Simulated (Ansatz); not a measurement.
**Single-point calculation, with input and output: Al2Cl4F2**

- system: Al2Cl4F2
- method: RKS wB97M-V/def2-QZVPP (Ansatz 0.2.0)

The geometry comes from this level: PBE0-D4/def2-TZVP.

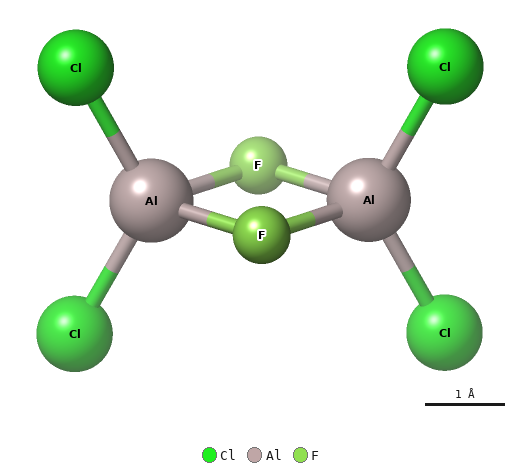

*The structure as given in the input (ball-and-stick view, seen at a tilt). Sticks mark near contacts.*

## The input
```yaml
crystal:
  periodic: [false, false, false]
  atoms:
    - {symbol: Cl, position_ang: [-0.879654, -2.300980, 1.667430]}
    - {symbol: Al, position_ang: [0.363236, -1.279100, 0.371672]}
    - {symbol: Cl, position_ang: [2.116507, -2.049389, -0.403424]}
    - {symbol: F, position_ang: [0.590867, 0.431967, 0.908402]}
    - {symbol: Al, position_ang: [-0.363447, 1.279092, -0.371513]}
    - {symbol: Cl, position_ang: [-2.116264, 2.051328, 0.402616]}
    - {symbol: Cl, position_ang: [0.880694, 2.299126, -1.667554]}
    - {symbol: F, position_ang: [-0.591940, -0.432045, -0.907618]}
basis:
  gaussian: {orbitals: "def2-QZVPP.json"}
hamiltonian: {xc: {name: wB97M-V}}
output: {orbitals: {seedname: orbitals}}
```

Run on 4 threads of Intel Xeon @ 2.50GHz, 15 GiB of memory available, shared host.

Command:
```bash
ansatz run in.yaml --threads 4 --pin off --events-out ev --progress --plain --max-ram 11315MiB
```

## What the program printed
```
Functional definition: wB97M-V
  name "wB97M-V"
  cite "Mardirossian & Head-Gordon, J. Chem. Phys. 144, 214110 (2016) doi:10.1063/1.4952647"
  cite "Becke, J. Chem. Phys. 107, 8554 (1997) doi:10.1063/1.475007"
  cite "Vydrov & Van Voorhis, J. Chem. Phys. 133, 244103 (2010) doi:10.1063/1.3521275"
  # Of w^i u^j: cxij and so on, Table III.
  parameter omega = 0.3/bohr
  parameter cx = 0.15
  parameter cx01 = 1.007
  parameter cx10 = 0.259
  parameter css00 = 0.443
  parameter css04 = -1.437
  parameter css10 = -4.535
  parameter css20 = -3.390
  parameter css43 = 4.278
  parameter cos00 = 1.000
  parameter cos10 = 1.358
  parameter cos20 = 2.924
  parameter cos21 = -8.812
  parameter cos60 = -1.390
  parameter cos61 = 9.142
  parameter b = 6.0
  parameter c = 0.01
  gx(w, u) = 1 - cx + cx01*u + cx10*w
  gss(w, u) = css00 + css04*u^4 + css10*w + css20*w^2 + css43*w^4*u^3
  gos(w, u) = cos00 + cos10*w + (cos20 + cos21*u)*w^2 + (cos60 + cos61*u)*w^6
  exchange = spin_sum(e_x_unif_sr(omega)*gx(b97_w, b97_u_x)) + cx*exact_x_sr(omega) + exact_x_lr(omega)
  correlation = spin_sum(e_c_pw_mod_same_spin*gss(b97_w, b97_u_same))
      + integral(e_c_pw_mod_opposite_spin*gos(b97_w_opposite, b97_u_opposite)) + vv10(b, c)
2490 factors; their error is unknown
392 factors; integrals over basis functions are off by at most 2.6e-5 eV
mean field evaluation 1: about -68731.1393 eV, gradient 4.5e1 eV
mean field evaluation 2: about -68731.9581 eV, gradient 4.6e1 eV
mean field evaluation 4: about -68734.5469 eV, gradient 1.8e0 eV
mean field evaluation 8: about -68734.5552 eV, gradient 9.2e-2 eV
mean field evaluation 16: about -68734.5872 eV, gradient 7.3e-5 eV
mean field -68734.58718623 eV, -2525.9494891173 hartree, gradient 1.3e-5 eV, S^2 0.000000; 0 other end points of the search recorded, 0 dependent functions left out
reference -68734.58725429 eV, -2525.9494916184 hartree; 56, 56 occupied and 478, 478 virtual orbitals, 2490 factors
Total energy: -68734.58725429 eV, -2525.9494916184 hartree
```

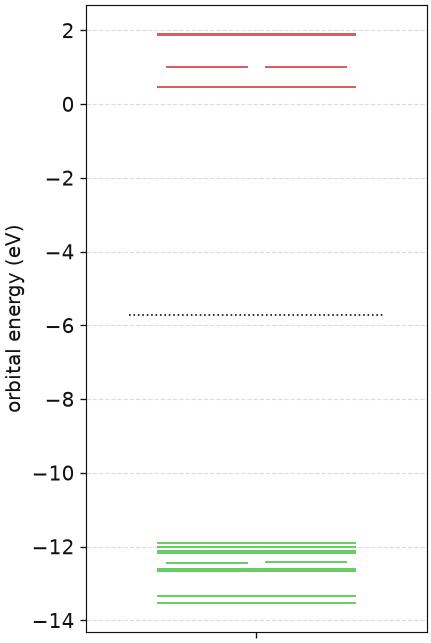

*Orbital energies near the frontier; the dotted line parts filled from empty levels, and levels within 0.02 eV of each other stand side by side.*

Highest filled −11.91 eV, lowest empty 0.47 eV, 12.38 eV apart.

## Summary

```tsv
quantity	value
outcome	converged
total energy	−68734.5873 eV
SCF solution under orbital rotations	stable
HOMO	−11.91 eV
LUMO	0.47 eV
wall time	40 s (CPU time 2.5 min)
peak memory	3.8 GiB
```
